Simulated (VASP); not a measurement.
# TePt: structure and properties in VASP, part 2 of 2

What structure and properties does r2SCAN + rVV10 give TePt, and how near are they to the measured ones? The start is a cell from a database of measured crystal structures.

VASP 6.6.1; r2SCAN with rVV10; plane waves and PAW (Te, Pt).

Still holding for the runs below: The k-mesh is coarse for a metal.

So far. Step 6 (Total and projected DOS (r2SCAN + rVV10)): The finer mesh and the other smearing move the Fermi level by -0.03 eV from the 6×6×6 run, a small shift, which tests the Fermi level alone. Of the states within 0.3 eV of the Fermi level, the largest shares in the PAW spheres are Te p 30 %, Pt d 28 % and Pt p 12 %. The rest lies in smaller channels or between the spheres. Step 8 (Volume scan with r2SCAN + rVV10): The pressure here is 9.38 GPa.

The database entry behind the starting cell differs from later determinations by our own check (c about 0.8 % long), so it need not match the best structure at ambient conditions.

### 9. Volume scan with r2SCAN + rVV10 (run 2)

File INCAR:

```
SYSTEM = TePt
PREC = Accurate
ENCUT = 400
EDIFF = 1E-06
NELM = 100
ISMEAR = 0
SIGMA = 0.05
LREAL = .FALSE.
ALGO = Normal
METAGGA = R2SCAN
LUSE_VDW = .TRUE.
IVDW_NL = 2
BPARAM = 11.95
CPARAM = 0.0093
LASPH = .TRUE.
NBANDS = 22
LORBIT = 11
LWAVE = .FALSE.
LCHARG = .FALSE.
KPAR = 4
ISIF = 2
```

File POSCAR:

```
TePt
1.0
   -3.9193918478      0.0000000000      0.0000000000
    1.9596959239     -3.3942929075      0.0000000000
    1.9596959239      1.1314309692      6.6624908228
Te Pt
2 2
Direct
    0.1943745804      0.0971872902      0.2915618707
    0.8056254196      0.9028127098      0.7084381293
    0.7394207909      0.3697103955      0.1091311864
    0.2605792091      0.6302896045      0.8908688136
```

File KPOINTS:

```
Automatic mesh
0
Gamma
6 6 6
0 0 0
```

Potentials, in the order of the species: Te and Pt (PBE family, release 64).

Command:

```console
$ mpirun -np 4 vasp_std
```

Wall time 88 s (4 MPI ranks of Intel Xeon Platinum 8375C at 2.90GHz (Ice Lake), shared host); peak memory 1.4 GiB.

This step gave:

```
electronic steps        : 15
free energy (TOTEN)     : -154.6330 eV
energy at zero smearing : -154.6306 eV
Fermi energy            : 8.636 eV
pressure                : 5.862 GPa
```

Force by atom:

```
atom  x (eV/Å)  y (eV/Å)  z (eV/Å)   size
 Te1     0.000     0.000     0.525  0.525
 Te2     0.000     0.000    -0.525  0.525
 Pt3     0.000     0.000     0.011  0.011
 Pt4     0.000     0.000    -0.011  0.011
```

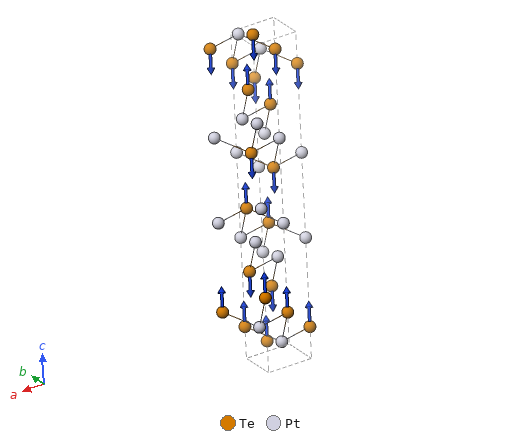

Force as arrows, the longest 0.525 eV/Å. Bonds to atoms that aren't drawn are left out. 1×2×1 conventional cells are drawn. Some periodic images of atoms are drawn too.

The pressure falls from 9.38 to 5.86 GPa.

### 10. Volume scan with r2SCAN + rVV10 (run 3)

INCAR is that of step 9.

File POSCAR:

```
TePt
1.0
   -3.9464229906      0.0000000000      0.0000000000
    1.9732114953     -3.4177025639      0.0000000000
    1.9732114953      1.1392341880      6.7084404874
Te Pt
2 2
Direct
    0.1943745804      0.0971872902      0.2915618707
    0.8056254196      0.9028127098      0.7084381293
    0.7394207909      0.3697103955      0.1091311864
    0.2605792091      0.6302896045      0.8908688136
```

KPOINTS is that of step 9.

Command:

```console
$ mpirun -np 4 vasp_std
```

It took 91 s on 4 MPI ranks; peak memory 1.4 GiB; 6 min of CPU time.

The pressure falls from 5.86 to 2.76 GPa.

The run ends at a pressure of 2.76 GPa, with forces up to 0.25 eV/Å.

### 11. Volume scan with r2SCAN + rVV10 (run 4)

INCAR is that of step 10.

File POSCAR:

```
TePt
1.0
   -3.9730888197      0.0000000000      0.0000000000
    1.9865444098     -3.4407958493      0.0000000000
    1.9865444098      1.1469319498      6.7537691630
Te Pt
2 2
Direct
    0.1943745804      0.0971872902      0.2915618707
    0.8056254196      0.9028127098      0.7084381293
    0.7394207909      0.3697103955      0.1091311864
    0.2605792091      0.6302896045      0.8908688136
```

KPOINTS is that of step 10.

Command:

```console
$ mpirun -np 4 vasp_std
```

Elapsed: 84 s, on 4 MPI ranks; peak memory 1.4 GiB.

The pressure falls from 2.76 to 0.03 GPa.

The run ends at a pressure of 0.03 GPa, with forces up to 0.0020 eV/Å.

### 12. Volume scan with r2SCAN + rVV10 (run 5)

INCAR is that of step 11.

File POSCAR:

```
TePt
1.0
   -3.9994014330      0.0000000000      0.0000000000
    1.9997007165     -3.4635832409      0.0000000000
    1.9997007165      1.1545277470      6.7984974146
Te Pt
2 2
Direct
    0.1943745804      0.0971872902      0.2915618707
    0.8056254196      0.9028127098      0.7084381293
    0.7394207909      0.3697103955      0.1091311864
    0.2605792091      0.6302896045      0.8908688136
```

KPOINTS is that of step 11.

Command:

```console
$ mpirun -np 4 vasp_std
```

Wall time 82 s (4 MPI ranks); peak memory 1.4 GiB.

The pressure falls from 0.03 to -2.40 GPa.

The run ends at a pressure of -2.40 GPa, with forces up to 0.23 eV/Å.

### 13. Volume scan with r2SCAN + rVV10 (run 6)

INCAR is that of step 12.

File POSCAR:

```
TePt
1.0
   -4.0253722999      0.0000000000      0.0000000000
    2.0126861499     -3.4860746713      0.0000000000
    2.0126861499      1.1620248905      6.8426447387
Te Pt
2 2
Direct
    0.1943745804      0.0971872902      0.2915618707
    0.8056254196      0.9028127098      0.7084381293
    0.7394207909      0.3697103955      0.1091311864
    0.2605792091      0.6302896045      0.8908688136
```

KPOINTS is that of step 12.

Command:

```console
$ mpirun -np 4 vasp_std
```

Wall time 91 s (4 MPI ranks); peak memory 1.4 GiB.

The pressure falls from -2.40 to -4.54 GPa.

The run ends at a pressure of -4.54 GPa, with forces up to 0.44 eV/Å.

### 14. Volume scan with r2SCAN + rVV10 (run 7)

A prediction first. A parabola through the 6 pressures of evenly scaled cells so far, P = 0.01 -129.6 t +350 t² GPa with t = ln(V/V₁) and V₁ the volume at scale 1, gives -6.35 GPa at t = +0.0583.

INCAR is that of step 13.

File POSCAR:

```
TePt
1.0
   -4.0510123052      0.0000000000      0.0000000000
    2.0255061525     -3.5082795673      0.0000000000
    2.0255061525      1.1694265225      6.8862296383
Te Pt
2 2
Direct
    0.1943745804      0.0971872902      0.2915618707
    0.8056254196      0.9028127098      0.7084381293
    0.7394207909      0.3697103955      0.1091311864
    0.2605792091      0.6302896045      0.8908688136
```

KPOINTS is that of step 13.

Command:

```console
$ mpirun -np 4 vasp_std
```

It took 1.7 min on 4 MPI ranks; peak memory 1.4 GiB; 6.7 min of CPU time.

The pressure falls from -4.54 to -6.44 GPa. The parabola predicted -6.35 GPa, +0.09 GPa off.

### 15. The series together

Times are for 4 MPI ranks of Intel Xeon Platinum 8375C at 2.90GHz (Ice Lake), shared host. The runs compared:

| no. | volume scale | energy above the lowest point (meV/atom) | pressure (GPa) | time | memory (GiB) |
| --- | --- | --- | --- | --- | --- |
| 1 | 0.94 | 38.64 | 9.384 | 86 s | 1.4 |
| 2 | 0.96 | 16.6 | 5.862 | 88 s | 1.4 |
| 3 | 0.98 | 4.09 | 2.762 | 91 s | 1.4 |
| 4 | 1 | 0 | 0.02810 | 84 s | 1.4 |
| 5 | 1.02 | 3.37 | -2.400 | 82 s | 1.4 |
| 6 | 1.04 | 13.35 | -4.545 | 91 s | 1.4 |
| 7 | 1.06 | 29.12 | -6.437 | 1.7 min | 1.4 |

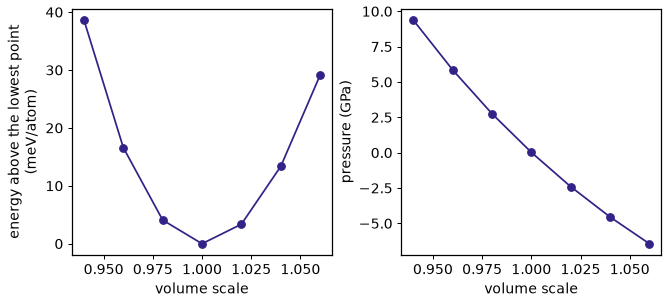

The series as plots.

### 16. Fit for r2SCAN + rVV10

This step: Birch-Murnaghan fit, r2SCAN with rVV10; plane waves and PAW (VASP 6.6.1).

This step runs nothing: it gathers the runs above.

Numbers from this step:

```yaml
pressure_derivative_of_the_bulk_modulus: 5.156
r_m_s_error_of_the_fit: 4.71e-6 eV/atom
minimum_inside_the_sampled_range: yes
bulk_modulus: 128.8 GPa
equilibrium_volume_of_the_fit: 23.09 Å³/atom
```

Energy above the fitted minimum against volume:

```csv
volume (Å³/atom),energy above the fitted minimum (eV/atom)
21.70,0.0386
22.16,0.0166
22.62,0.00408
23.08,-2.2e-6
23.54,0.00337
24.01,0.0133
24.47,0.0291
```

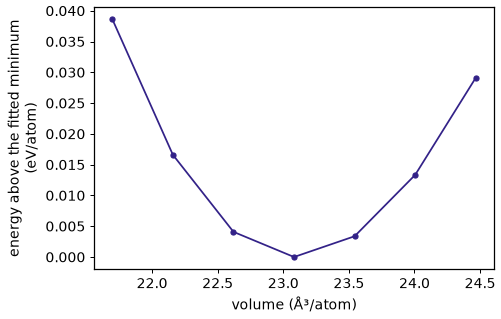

Energy above the fitted minimum against volume.

The fitted volume lies +0.05 % from the relaxed one. The atoms bear forces along the scan, since they were held; freeing them would lower the modulus.

### 17. Results

```
relaxed volume                            : 23.08 Å³/atom
relaxed conventional cell a, b, c         : 3.973, 3.973, 20.261 Å; angles 90.0, 90.0, 120.0°
space group after relaxing, within 0.02 Å : R-3m (No. 166)
band gap                                  : none, a metal
DOS at the Fermi level                    : 2.03 states/eV/cell
bulk modulus from the fit                 : 129 GPa
volume from the fit                       : 23.1 Å³/atom
```

What this shows: With r2SCAN + rVV10, TePt relaxes to 23.08 Å³/atom in space group R-3m (held by the symmetry of the run), comes out as a metal and has a bulk modulus of 129 GPa at fixed shape and positions, an upper bound. Against the listed cell the volume lies +1.9 % (a +0.3 %, c +1.4 %). Bands along the symmetry lines (r2SCAN + rVV10): Of the bands kept, 4 cross the Fermi level on this path. Spin-orbit coupling is left out, and with elements this heavy it would split and shift bands near the Fermi level. The k-sampling is coarse for a metal, so the Fermi level, pressures and the shape of the cell carry errors. No search among competing phases was made, and a listed structure need not be the one stable at ambient conditions. All values are for a static lattice at zero temperature.

Calculation against experiment:

| quantity | measured | r2SCAN with rVV10 |
| --- | --- | --- |
| lattice constant a (Å) | 3.9612 | 3.973 (+0.3 %) |
| lattice constant c (Å) | 19.815 | 20.261 (+2.3 %) |

Measured values from arxiv:2203.06655 (2022).

**Verdict.** The lattice constant a is off by +0.3 %: good agreement. The lattice constant c is off by +2.3 %: a clear miss. The grades are ours: good and fair within 0.7 and 1.5 % for the lattice constant a and 0.8 and 2 % for the lattice constant c. Zero-point motion and thermal expansion (measured at up to 200 K) are not in the computed lattice constants. As a rule both would widen the computed cell, so the excess over experiment is if anything larger than shown.

[Lines on the potential files, build, host, timing and source positions are cut from VASP's logs without a mark.]

[Logs are printed without paths, hosts, clocks, repeated set-up lines and the standing remarks that a program may print on its own settings, such as how far it seeks lower states.]

[Hosts, paths, dates, database ids (printed as entryN), source tags and the programs' standing remarks are cut or masked in the printed files.]

[A measured line is paired with the nearest computed mode of its activity, which favours agreement.]
